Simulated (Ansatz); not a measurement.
**AlGeH5S: an energy map over bond length S1–Al2 and dihedral H4–S1–Al2–Ge3**

A grid of calculations on AlGeH5S, SMILES [SH][AlH][GeH3], to see where the energy is lowest and how it rises around there.

The runs use Ansatz 0.2.0; RKS PBE0-D4/def2-TZVP.

**1. The system as given**

SMILES `[SH][AlH][GeH3]`, 8 atoms, charge 0, spin multiplicity 1.

Atoms are counted from 1 here; the program's logs count them from 0.

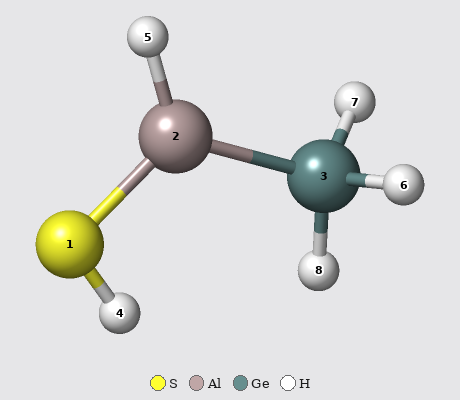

The starting geometry (sulfur yellow, aluminium light grey, germanium teal, hydrogen white); atoms are numbered from 1 in the order of the file.

As a file:

```xyz
8
AlGeH5S
S    -1.9973    1.3595   -1.3031
Al   -0.0321    1.2377   -0.3142
Ge    0.7556   -0.9327    0.5856
H    -2.2940    0.0366   -1.1557
H     0.7629    2.6206   -0.2390
H     0.6172   -0.9798    2.1352
H     2.2519   -1.2108    0.2657
H    -0.0643   -2.1311    0.0255
```

This geometry comes from a loose relaxation at PBE in a small basis, which is not shown.

**3. Plan of the scan**

- bond length S1–Al2: 7 values from 1.834 to 2.838 Å
- dihedral H4–S1–Al2–Ge3: 8 values from −180 to 135 °, periodic

Nothing else is relaxed (all other coordinates rigid). Energies count from the relaxed molecule at the same level. Points are written as (first, second).

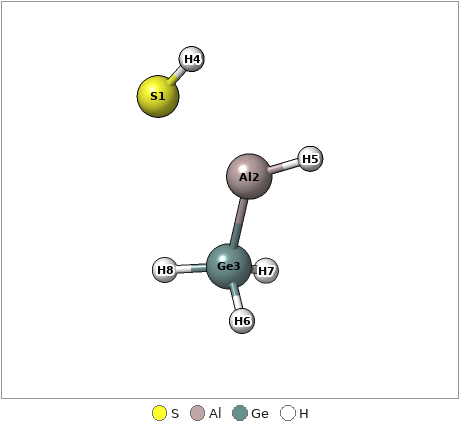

The geometry at (2.838 Å, −180°).

(The set-up runs are not shown.)

**4. The run at (2.169 Å, 0°)**

File input.yaml:

```yaml
crystal:
  periodic: [false, false, false]
  atoms:
    - { symbol: S, position_ang: [-1.925358, 1.318771, -1.405159] }
    - { symbol: Al, position_ang: [-0.080645, 1.247906, -0.266488] }
    - { symbol: Ge, position_ang: [0.718501, -0.923495, 0.598858] }
    - { symbol: H, position_ang: [-2.149073, -0.003063, -1.312015] }
    - { symbol: H, position_ang: [0.647069, 2.637735, -0.063468] }
    - { symbol: H, position_ang: [0.837566, -0.91864, 2.135536] }
    - { symbol: H, position_ang: [2.112573, -1.281355, 0.047438] }
    - { symbol: H, position_ang: [-0.23213, -2.075397, 0.218559] }
basis:
  gaussian: { orbitals: def2-TZVP }
hamiltonian:
  xc: pbe0
  dispersion: d4
output:
  forces: true
```

Run with:

```
> ansatz run input.yaml --threads 1 --pin off --max-ram 2560MiB --backend cpu --events-out ev --progress --plain --runs-dir out
```

The session goes on with these runs: the other points that were computed.

**Question.** What will these runs give? Wanted: lowest point; highest computed point; dipole moment.

**Answer**, as computed:

| quantity | value |
| --- | --- |
| lowest point | (2.169 Å, 0°), 0.0014 eV |
| highest computed point | (1.834 Å, −90°), 1.96 eV above the lowest |
| dipole moment (D) | 0.54 at (2.001 Å, 0°) to 3.36 at (2.838 Å, −90°); 0.69 at the lowest point |
| time for the whole task | 6.8 min on 1 thread, shared host |

**Reading.** The lowest computed point is at (2.169 Å, 0°), 0.0014 eV from the relaxed molecule at the same level. The grid is coarse, so the lowest point of the scanned range may lie between grid points; coordinates that were held can hide deeper minima. There is a further well near (2.169 Å, −180°) (0.014 eV above the lowest at that grid point). The highest computed point, (1.834 Å, −90°), lies 1.96 eV above the lowest. On the interpolated surface the easiest way out of the lowest well to the well at (2.169 Å, −180°) passes a barrier of about 0.35 eV. Round the minimum the two coordinates are nearly uncoupled.
